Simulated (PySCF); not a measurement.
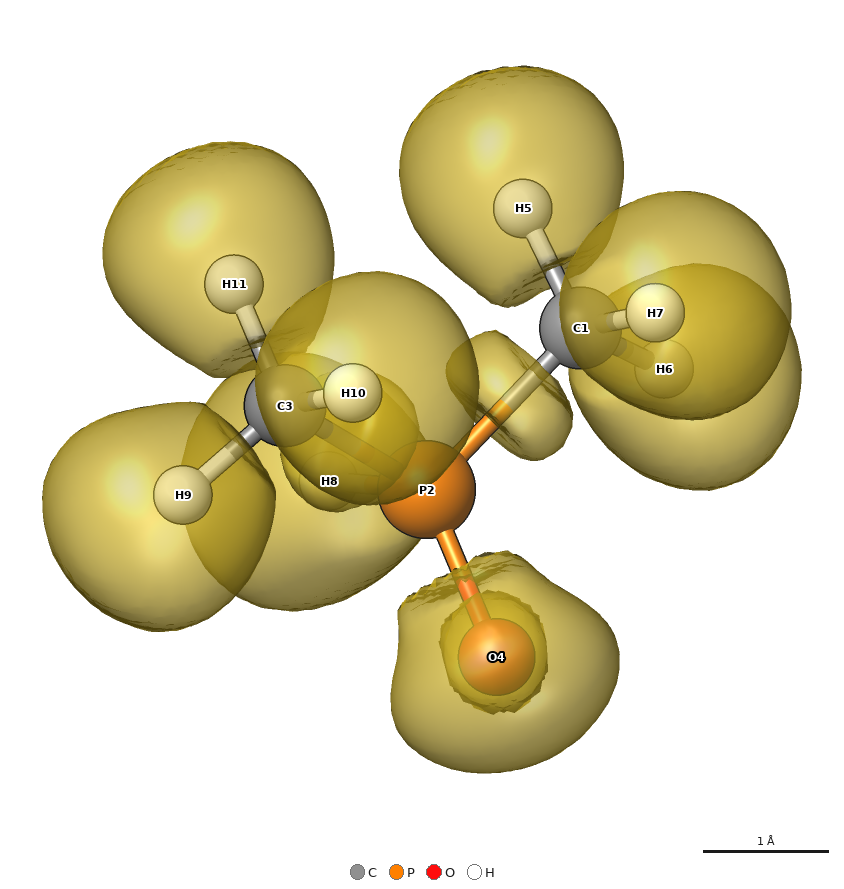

Figure. C2H7OP. Isosurface of the electron localisation function at 0.75 (yellow), seen at a tilt. Only the valence region is drawn (cores and ρ < 0.01 e/Å³ removed).

Geometry: PBE0-D3(BJ)/def2-SVP.

Computed with PySCF, PBE0/pcSseg-1, SCF density, gas phase, non-relativistic.

```xyz
11

C    -1.4089   -0.0799    0.5015
P     0.1065    0.8036    0.0377
C     1.3348   -0.4853   -0.3109
O     0.5508    1.8432    1.0135
H    -1.7114   -0.8084   -0.2653
H    -2.2119    0.6567    0.6474
H    -1.2377   -0.5964    1.4577
H    -0.2123    1.2791   -1.2740
H     2.2513   -0.0029   -0.6798
H     1.5742   -1.0066    0.6279
H     0.9731   -1.2089   -1.0564
```

> What do the ELF domains correspond to?

At this value the surface marks out two regions between bonded C–P atoms (shared pairs), seven regions around hydrogen nuclei and one region wrapped around O (its lone pairs, merged into a ring or cap). Along the contacts the grid gives the following. P–O (1.49 Å): the ELF peaks at about 0.80 between the atoms: a polar covalent bond. C–P (1.81 Å): the ELF peaks at about 0.95 between the atoms, as expected for localised, covalent bonding.
